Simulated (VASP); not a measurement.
**Au (Gold): the relaxed cell at several levels**

How close do the usual functionals, with and without dispersion, come to the cell of Au (Gold)? The levels: LDA, PBEsol, PBE, r2SCAN, PBE + D3(BJ), r2SCAN + rVV10, AM05 and SCAN. LASPH is on for some levels and off for others; the table marks which. The start is a cell from a database of measured crystal structures.

Main program and level: VASP 6.6.1; LDA; plane waves and PAW (Au), in the first sound run; inputs show where later runs differ.

The experiments to compare with:

For Au, fcc (bulk gold, literature value, 298 K), “Mechanisms for carbon adsorption on Au(110)-(2*1): A work function analysis” (2018, arxiv:1805.06931) quotes earlier work: lattice constant a (cubic lattice constant) 4.078 Å [Literature room-temperature value quoted in the computational methods part; includes …].

The database entry behind the starting cell differs from later determinations by our own check (0.1 to 0.3 % short, probably kX units), so it need not match the best structure at ambient conditions.

### 1. Set-up

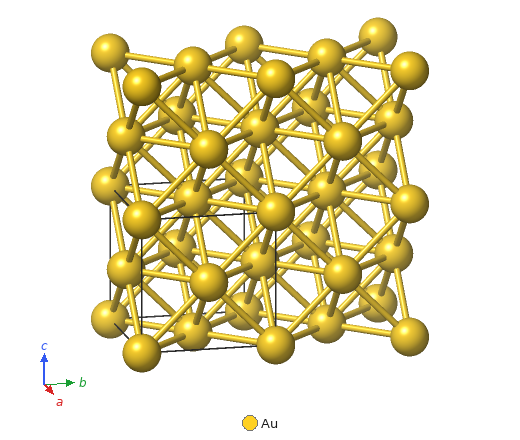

Start, viewed slightly off an axis; gold yellow. 1×2×2 cells are drawn. This picture shows the conventional cell, with its axes. Some periodic images of atoms are drawn too.

### 2. Relaxation with LDA

The start need not lie at this functional's minimum. ISIF = 3 frees volume, shape and positions, and EDIFFG sets the threshold on forces and stress at which the search stops. LDA, the lowest rung, knows the local density alone.

INCAR

```
SYSTEM = Au
PREC = Accurate
ENCUT = 520
EDIFF = 1E-06
NELM = 100
ISMEAR = -1
SIGMA = 0.05
LREAL = .FALSE.
ALGO = Normal
GGA = CA
NBANDS = 11
LORBIT = 11
LWAVE = .FALSE.
LCHARG = .FALSE.
KPAR = 2
IBRION = 2
NSW = 60
ISIF = 3
EDIFFG = -0.01
```

POSCAR

```
Au
1.0
    0.0000000000      2.0350000000      2.0350000000
    2.0350000000      0.0000000000      2.0350000000
    2.0350000000      2.0350000000      0.0000000000
Au
1
Direct
    0.0000000000      0.0000000000      0.0000000000
```

KPOINTS

```
Automatic mesh
0
Gamma
8 8 8
0 0 0
```

PAW data sets: Au (PBE family, release 64).

Started as:

```bash
mpirun -np 2 vasp_std
```

What it wrote:

```text
[banner, memory and clock lines left out]
running    2 mpi-ranks, on    1 nodes
 distrk:  each k-point on    1 cores,    2 groups
 distr:  one band on    1 cores,    1 groups

 POSCAR found type information on POSCAR Au
 POSCAR found :  1 types and       1 ions
|                                                                             |
|               ----> ADVICE to this user running VASP <----                  |
|                                                                             |
|     You enforced a specific xc type in the INCAR file but a different       |
|     [... a line on the potential file left out ...]
|     I HOPE YOU KNOW WHAT YOU ARE DOING!                                     |
|                                                                             |

 LDA part: xc-table for (Slater(with rela. corr.)+CA(PZ))
 , standard interpolation
 POSCAR, INCAR and KPOINTS ok, starting setup
 FFT: planning ... GRIDC
 FFT: planning ... GRID_SOFT
 FFT: planning ... GRID
 WAVECAR not read
 entering main loop
       N       E                     dE             d eps       ncg     rms          rms(c)
DAV:   1     0.498672159196E+02    0.49867E+02   -0.56528E+03   654   0.888E+02
DAV:   2    -0.411197794813E+01   -0.53979E+02   -0.50858E+02   719   0.196E+02
DAV:   3    -0.487236219009E+01   -0.76038E+00   -0.75899E+00   734   0.230E+01
DAV:   4    -0.487482227152E+01   -0.24601E-02   -0.24600E-02   704   0.151E+00
DAV:   5    -0.487483997494E+01   -0.17703E-04   -0.17703E-04   731   0.123E-01    0.102E+01
DAV:   6    -0.446977938098E+01    0.40506E+00   -0.12054E+00   665   0.921E+00    0.594E+00
DAV:   7    -0.444343982456E+01    0.26340E-01   -0.85343E-02   716   0.239E+00    0.288E+00
DAV:   8    -0.443971152922E+01    0.37283E-02   -0.17772E-03   680   0.458E-01    0.330E-01
DAV:   9    -0.443969416184E+01    0.17367E-04   -0.14648E-05   728   0.312E-02    0.125E-02
DAV:  10    -0.443969467989E+01   -0.51805E-06   -0.98729E-07   553   0.779E-03
   1 F= -.44396947E+01 E0= -.44372047E+01  d E =-.443969E+01
 curvature:   0.00 expect dE= 0.000E+00 dE for cont linesearch  0.000E+00
 trial: gam= 0.00000 g(F)=  0.242E-63 g(S)=  0.201E-02 ort = 0.000E+00 (trialstep = 0.100E+01)
 search vector abs. value=  0.201E-02
 bond charge predicted
       N       E                     dE             d eps       ncg     rms          rms(c)
DAV:   1    -0.447454919445E+01   -0.34855E-01   -0.66415E-01   653   0.799E+00    0.114E+00
DAV:   2    -0.444029761565E+01    0.34252E-01   -0.10376E-01   656   0.270E+00    0.446E-01
DAV:   3    -0.443880035220E+01    0.14973E-02   -0.63060E-03   701   0.646E-01    0.302E-01
DAV:   4    -0.443879715905E+01    0.31932E-05   -0.27943E-04   665   0.119E-01    0.257E-02
DAV:   5    -0.443879500776E+01    0.21513E-05   -0.42406E-06   695   0.197E-02    0.176E-03
DAV:   6    -0.443879561443E+01   -0.60667E-06   -0.13173E-07   417   0.228E-03
   2 F= -.44387956E+01 E0= -.44362750E+01  d E =0.899065E-03
 trial-energy change:    0.000899  1 .order    0.000931   -0.002010    0.003872
 step:   0.3491(harm=  0.3417)  dis= 0.00000  next Energy=    -4.440047 (dE=-0.352E-03)
 bond charge predicted
       N       E                     dE             d eps       ncg     rms          rms(c)
DAV:   1    -0.445513877050E+01   -0.16344E-01   -0.28182E-01   653   0.522E+00    0.729E-01
DAV:   2    -0.444070010865E+01    0.14439E-01   -0.43672E-02   656   0.176E+00    0.321E-01
DAV:   3    -0.444005593432E+01    0.64417E-03   -0.27025E-03   692   0.425E-01    0.218E-01
DAV:   4    -0.444005049194E+01    0.54424E-05   -0.99009E-05   662   0.732E-02    0.566E-03
DAV:   5    -0.444005117704E+01   -0.68509E-06   -0.23478E-06   727   0.123E-02
   3 F= -.44400512E+01 E0= -.44375514E+01  d E =-.356497E-03
 curvature:  -0.17 expect dE=-0.104E-06 dE for cont linesearch -0.104E-06
 trial: gam= 0.00000 g(F)=  0.458E-66 g(S)=  0.608E-06 ort =-0.349E-04 (trialstep = 0.870E+00)
 search vector abs. value=  0.608E-06
 reached required accuracy - stopping structural energy minimisation
```

Run time: 5.4 s. Hardware: 2 MPI ranks of Intel Xeon Platinum 8488C (Sapphire Rapids), shared host; peak memory 0.23 GiB.

Lines that name or quote the potential files are left out of all logs, and their timing lines are given in words.

OUTCAR, selected parts (step 2):

```text
ion  position               nearest neighbor table
   1  0.000  0.000  0.000-

  LATTYP: Found a face centered cubic cell.
 ALAT       =     4.0700000000

 Subroutine GETGRP returns: Found 48 space group operations
 (whereof 48 operations were pure point group operations)

The static configuration has the point symmetry O_h .

 Found     29 irreducible k-points:

   k-points           NKPTS =     29   k-points in BZ     NKDIM =     29   number of bands    NBANDS=     11

   dimension x,y,z NGX =    24 NGY =   24 NGZ =   24
   dimension x,y,z NGXF=    48 NGYF=   48 NGZF=   48

   ENCUT  =  520.0 eV  38.22 Ry    6.18 a.u.   5.35  5.35  5.35*2*pi/ulx,y,z

   NELECT =      11.0000    total number of electrons

 k-points in reciprocal lattice and weights: Automatic mesh
   0.00000000  0.00000000  0.00000000       0.002
   0.12500000  0.00000000  0.00000000       0.016
   0.25000000  0.00000000  0.00000000       0.016
   0.37500000  0.00000000  0.00000000       0.016
   0.50000000  0.00000000  0.00000000       0.008
   0.12500000  0.12500000  0.00000000       0.012
   0.25000000  0.12500000  0.00000000       0.047
   0.37500000  0.12500000  0.00000000       0.047
   0.50000000  0.12500000  0.00000000       0.047
[...]
-0.37500000  0.50000000  0.12500000       0.023
  -0.25000000  0.50000000  0.25000000       0.012

 average (electrostatic) potential at core
       1 -63.9392

 E-fermi :   9.4199

 k-point     1 :       0.0000    0.0000    0.0000
  band No.  band energies     occupation
    ...
      2       4.6632      2.00000
      3       4.6632      2.00000
      4       4.6632      2.00000
      5       6.2587      2.00000
      6       6.2587      2.00000
      7      23.9594      0.00000
      8      28.0120      0.00000
      9      28.0120      0.00000
     10      28.0120      0.00000
     11      33.0355      0.00000

 k-point     2 :       0.1250    0.0000    0.0000
  band No.  band energies     occupation
    ...
      2       4.5028      2.00000
      3       4.8342      2.00000
      4       4.8342      2.00000
      5       6.1961      2.00000
      6       6.1961      2.00000
      7      24.4630      0.00000
      8      25.4567      0.00000
      9      28.6572      0.00000
     10      28.6572      0.00000
     11      33.0640      0.00000

 k-point     3 :       0.2500    0.0000    0.0000
  band No.  band energies     occupation
    ...
      2       4.5083      2.00000
      3       4.9563      2.00000
      4       4.9563      2.00000
      5       6.4245      2.00000
      6       6.4245      2.00000
      7      20.7133      0.00000
      8      25.0772      0.00000
      9      29.5541      0.00000
     10      29.5541      0.00000
     11      31.3148      0.00000

  Total        0.0020491      0.0020491      0.0020491      0.0000000      0.0000000     -0.0000000
  in kB        0.1959507      0.1959507      0.1959507      0.0000000      0.0000000     -0.0000000
  external PRESSURE =       0.1959507 kB  Pullay stress =       0.0000000 kB

  energy-cutoff  :      520.00
  volume of cell :       16.75
      direct lattice vectors                 reciprocal lattice vectors
     0.000000000  2.030960612  2.030960612    -0.246188920  0.246188920  0.246188920
     2.030960612 -0.000000000  2.030960612     0.246188920 -0.246188920  0.246188920
     2.030960612  2.030960612  0.000000000     0.246188920  0.246188920 -0.246188920

 POSITION                                       TOTAL-FORCE (eV/Angst)
 -----------------------------------------------------------------------------------
      0.00000      0.00000      0.00000         0.000000      0.000000     -0.000000
 -----------------------------------------------------------------------------------
    total drift:                               -0.000000      0.000000     -0.000000

  FREE ENERGIE OF THE ION-ELECTRON SYSTEM (eV)
  ---------------------------------------------------
  free  energy   TOTEN  =        -4.4400511770 eV

  energy  without entropy=       -4.4350515931  energy(sigma->0) =       -4.43755139

 reached required accuracy - stopping structural energy minimisation

 total charge
# of ion       s       p       d       tot
------------------------------------------
    1        0.548   0.366   8.757   9.670

[... 3 further parts left out ...]
```

CONTCAR:

```
Au
   1.00000000000000
     0.0000000000000000    2.0309606123557664    2.0309606123557664
     2.0309606123557664   -0.0000000000000000    2.0309606123557664
     2.0309606123557664    2.0309606123557664    0.0000000000000000
  Au
     1
Direct
     0.0000000000000000    0.0000000000000000    0.0000000000000000
```

This run has no spin polarisation. Its electron count is odd, so without a moment it is a metal by construction. The k-mesh is coarse for a metal. The PAW data sets were made with PBE, though LDA sets exist; this is a small mismatch. The run keeps the 48 symmetry operations of its start, so it cannot find a distortion of lower symmetry.

The steps of the relaxation:

```
step  energy less that of the first step (eV)  largest force (eV/Å)  pressure (GPa)  volume (Å³)
   1                                   0.0000                0.0000           -1.12        16.85
   2                                   0.0009                0.0000            2.20        16.57
   3                                  -0.0004                0.0000            0.02        16.75
```

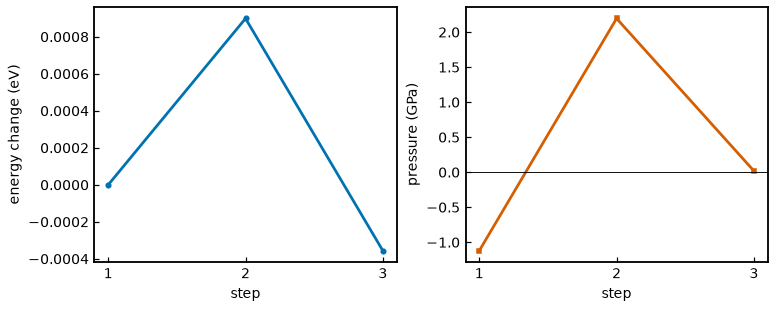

Energy and pressure along the relaxation.

```
conventional cell, symmetrised  before  after  change
                         a (Å)   4.070  4.062  -0.2 %
                         b (Å)   4.070  4.062  -0.2 %
                         c (Å)   4.070  4.062  -0.2 %
              volume (Å³/atom)   16.85  16.75  -0.6 %
```

Final coordinates:

```xyz
1
Lattice="0.0000 2.0310 2.0310 2.0310 0.0000 2.0310 2.0310 2.0310 0.0000" Properties=species:S:1:pos:R:3 pbc="T T T"
Au    0.0000    0.0000    0.0000
```

Numbers from this step:

| Property | Result |
| --- | --- |
| electrons | 11 |
| bands | 11 |
| irreducible k-points | 29 |
| symmetry operations | 48 |
| free energy (TOTEN) | -4.440 eV |
| energy at zero smearing | -4.438 eV |
| Fermi energy | 9.420 eV |
| pressure | 0.01960 GPa |
| metallic | yes |
| SCF cycles over all ionic steps | 21 |

It ends with forces that vanish by symmetry and a pressure of 0.02 GPa. The volume lies -0.6 % from that of the database's start, which holds the thermal and zero-point expansion of its experiment. The conventional cell has a = 4.062 Å.

### 3. Relaxation with PBEsol

This step: PBEsol; plane waves and PAW (Au) (VASP 6.6.1).

PBEsol restores the gradient expansion of exchange and is tuned for the cells of solids.

INCAR: that of step 2 with these lines changed.

```diff
@@ -9,3 +9,3 @@
 ALGO = Normal
-GGA = CA
+GGA = PS
 NBANDS = 11
```

POSCAR is that of step 2.

KPOINTS is that of step 2.

Started as:

```bash
mpirun -np 2 vasp_std
```

What it wrote:

```text
[banner, memory and clock lines left out]
running    2 mpi-ranks, on    1 nodes
 distrk:  each k-point on    1 cores,    2 groups
 distr:  one band on    1 cores,    1 groups

 POSCAR found type information on POSCAR Au
 POSCAR found :  1 types and       1 ions
 [... a notice as in an earlier step ...]

 LDA part: xc-table for (Slater+PW92), standard interpolation
 POSCAR, INCAR and KPOINTS ok, starting setup
 FFT: planning ... GRIDC
 FFT: planning ... GRID_SOFT
 FFT: planning ... GRID
 WAVECAR not read
 entering main loop
       N       E                     dE             d eps       ncg     rms          rms(c)
DAV:   1     0.503685717478E+02    0.50369E+02   -0.56622E+03   654   0.888E+02
DAV:   2    -0.345508917502E+01   -0.53824E+02   -0.50769E+02   722   0.196E+02
DAV:   3    -0.421529057840E+01   -0.76020E+00   -0.75887E+00   734   0.229E+01
DAV:   4    -0.421775791623E+01   -0.24673E-02   -0.24673E-02   698   0.151E+00
DAV:   5    -0.421777545098E+01   -0.17535E-04   -0.17535E-04   731   0.122E-01    0.101E+01
DAV:   6    -0.391120889056E+01    0.30657E+00   -0.87396E-01   665   0.791E+00    0.620E+00
DAV:   7    -0.388785179463E+01    0.23357E-01   -0.79910E-02   719   0.235E+00    0.290E+00
DAV:   8    -0.388483844207E+01    0.30134E-02   -0.18193E-03   677   0.428E-01    0.279E-01
DAV:   9    -0.388482869445E+01    0.97476E-05   -0.82750E-06   734   0.270E-02    0.101E-02
DAV:  10    -0.388483149652E+01   -0.28021E-05   -0.11290E-06   675   0.920E-03    0.568E-04
DAV:  11    -0.388483151559E+01   -0.19070E-07   -0.34088E-08   352   0.160E-03
   1 F= -.38848315E+01 E0= -.38823590E+01  d E =-.388483E+01
 curvature:   0.00 expect dE= 0.000E+00 dE for cont linesearch  0.000E+00
 trial: gam= 0.00000 g(F)=  0.880E-64 g(S)=  0.942E-02 ort = 0.000E+00 (trialstep = 0.100E+01)
 search vector abs. value=  0.942E-02
 bond charge predicted
       N       E                     dE             d eps       ncg     rms          rms(c)
DAV:   1    -0.404713984076E+01   -0.16231E+00   -0.30897E+00   656   0.172E+01    0.246E+00
DAV:   2    -0.388877514162E+01    0.15836E+00   -0.47702E-01   659   0.578E+00    0.114E+00
DAV:   3    -0.388168141665E+01    0.70937E-02   -0.29714E-02   692   0.140E+00    0.826E-01
DAV:   4    -0.388161134370E+01    0.70073E-04   -0.96733E-04   656   0.237E-01    0.742E-02
DAV:   5    -0.388162444339E+01   -0.13100E-04   -0.49306E-05   744   0.454E-02    0.399E-03
DAV:   6    -0.388162667708E+01   -0.22337E-05   -0.12747E-06   672   0.936E-03    0.597E-04
DAV:   7    -0.388162667295E+01    0.41347E-08   -0.15545E-08   328   0.111E-03
   2 F= -.38816267E+01 E0= -.38792035E+01  d E =0.320484E-02
 trial-energy change:    0.003205  1 .order    0.002937   -0.009421    0.015294
 step:   0.3661(harm=  0.3812)  dis= 0.00000  next Energy=    -3.886543 (dE=-0.171E-02)
 bond charge predicted
       N       E                     dE             d eps       ncg     rms          rms(c)
DAV:   1    -0.395367735070E+01   -0.72051E-01   -0.12376E+00   656   0.108E+01    0.154E+00
DAV:   2    -0.388917921379E+01    0.64498E-01   -0.19733E-01   650   0.368E+00    0.582E-01
DAV:   3    -0.388649491957E+01    0.26843E-02   -0.11556E-02   701   0.862E-01    0.423E-01
DAV:   4    -0.388653161718E+01   -0.36698E-04   -0.54840E-04   656   0.169E-01    0.488E-02
DAV:   5    -0.388652457524E+01    0.70419E-05   -0.86439E-06   677   0.275E-02    0.424E-03
DAV:   6    -0.388652614809E+01   -0.15728E-05   -0.30183E-07   461   0.382E-03    0.491E-04
DAV:   7    -0.388652621639E+01   -0.68306E-07   -0.22674E-08   319   0.128E-03
   3 F= -.38865262E+01 E0= -.38840743E+01  d E =-.169470E-02
 curvature:  -0.19 expect dE=-0.385E-07 dE for cont linesearch -0.385E-07
 trial: gam= 0.00000 g(F)=  0.292E-64 g(S)=  0.202E-06 ort =-0.436E-04 (trialstep = 0.873E+00)
 search vector abs. value=  0.202E-06
 reached required accuracy - stopping structural energy minimisation
```

Wall time 6.6 s (2 MPI ranks); peak memory 0.26 GiB.

From OUTCAR (step 3):

```text
The static configuration has the point symmetry O_h .

 Found     29 irreducible k-points:

   NELECT =      11.0000    total number of electrons

 E-fermi :   9.1869

 k-point     1 :       0.0000    0.0000    0.0000
  band No.  band energies     occupation
    ...
      2       4.5784      2.00000
      3       4.5784      2.00000
      4       4.5784      2.00000
      5       6.1053      2.00000
      6       6.1053      2.00000
      7      23.7397      0.00000
      8      27.7214      0.00000
      9      27.7214      0.00000
     10      27.7214      0.00000
     11      32.5785      0.00000

 k-point     2 :       0.1250    0.0000    0.0000
  band No.  band energies     occupation
    ...
      2       4.4246      2.00000
      3       4.7429      2.00000
      4       4.7429      2.00000
      5       6.0462      2.00000
      6       6.0462      2.00000
      7      24.1859      0.00000
      8      25.1618      0.00000
      9      28.3312      0.00000
     10      28.3312      0.00000
     11      32.5937      0.00000

  Total       -0.0011819     -0.0011819     -0.0011819      0.0000000      0.0000000     -0.0000000
  in kB       -0.1108466     -0.1108466     -0.1108466      0.0000000      0.0000000     -0.0000000
  external PRESSURE =      -0.1108466 kB  Pullay stress =       0.0000000 kB

  energy-cutoff  :      520.00
  volume of cell :       17.08
      direct lattice vectors                 reciprocal lattice vectors
     0.000000000  2.044168983  2.044168983    -0.244598174  0.244598174  0.244598174
     2.044168983  0.000000000  2.044168983     0.244598174 -0.244598174  0.244598174
     2.044168983  2.044168983  0.000000000     0.244598174  0.244598174 -0.244598174

 POSITION                                       TOTAL-FORCE (eV/Angst)
 -----------------------------------------------------------------------------------
      0.00000      0.00000      0.00000         0.000000      0.000000     -0.000000
 -----------------------------------------------------------------------------------
    total drift:                               -0.000000      0.000000      0.000000

  FREE ENERGIE OF THE ION-ELECTRON SYSTEM (eV)
  ---------------------------------------------------
  free  energy   TOTEN  =        -3.8865262164 eV

  energy  without entropy=       -3.8816223684  energy(sigma->0) =       -3.88407429

 total charge
# of ion       s       p       d       tot
------------------------------------------
    1        0.539   0.352   8.752   9.643

[... 8 parts as in an earlier step ...]

[... 5 further parts left out ...]
```

The PAW data sets were made with PBE, which is usual practice but a small mismatch for other functionals.

Step by step:

```
step  energy less that of the first step (eV)  largest force (eV/Å)  pressure (GPa)  volume (Å³)
   1                                   0.0000                0.0000            2.43        16.85
   2                                   0.0032                0.0000           -3.80        17.48
   3                                  -0.0017                0.0000           -0.01        17.08
```

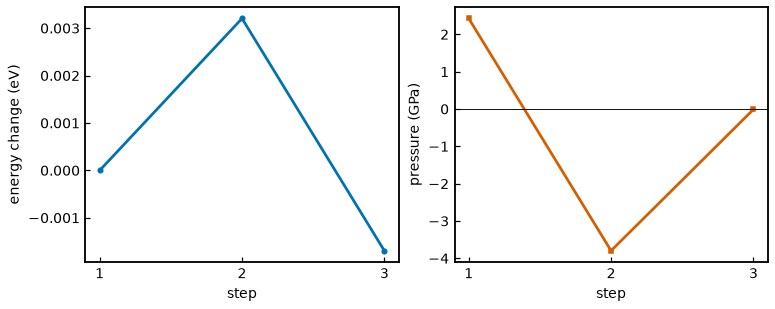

Energy and pressure along the relaxation.

```
conventional cell, symmetrised  before  after  change
                         a (Å)   4.070  4.088  +0.5 %
                         b (Å)   4.070  4.088  +0.5 %
                         c (Å)   4.070  4.088  +0.5 %
              volume (Å³/atom)   16.85  17.08  +1.4 %
```

Final coordinates:

```xyz
1
Lattice="0.0000 2.0442 2.0442 2.0442 0.0000 2.0442 2.0442 2.0442 0.0000" Properties=species:S:1:pos:R:3 pbc="T T T"
Au    0.0000    0.0000    0.0000
```

Numbers from this step:

```yaml
free_energy_toten: -3.887 eV
energy_at_zero_smearing: -3.884 eV
fermi_energy: 9.187 eV
pressure: -0.01108 GPa
scf_cycles_over_all_ionic_steps: 25
```

It ends at 17.08 Å³/atom, +1.4 % from the start, with -0.01 GPa left. The conventional cell has a = 4.088 Å.

[end of part 1 of 3]

[Lines on the potential files, build, host, timing and source positions are cut from VASP's logs without a mark.]

[Logs are printed without paths, hosts, clocks, repeated set-up lines and the standing remarks that a program may print on its own settings, such as how far it seeks lower states.]

[Hosts, paths, dates, database ids (printed as entryN), source tags and the programs' standing remarks are cut or masked in the printed files.]

[A measured line is paired with the nearest computed mode of its activity, which favours agreement.]
